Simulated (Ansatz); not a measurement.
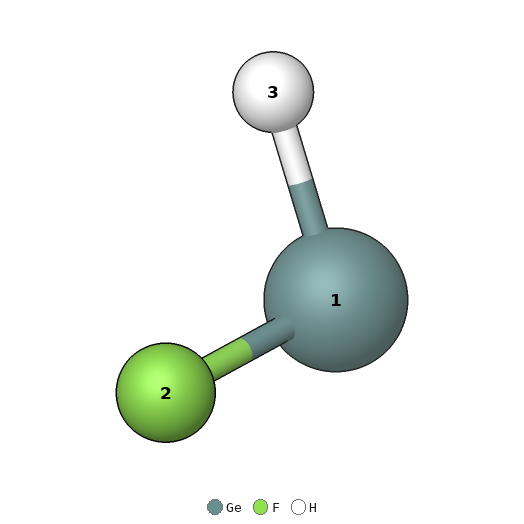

Numbered structure. Computed geometry: PBE0-D4/def2-TZVP optimisation.

> How are the neighbours of atom 1 arranged?

Ge1 has 2 neighbours (F2 at 1.76, H3 at 1.61 Å); the arrangement is bent.
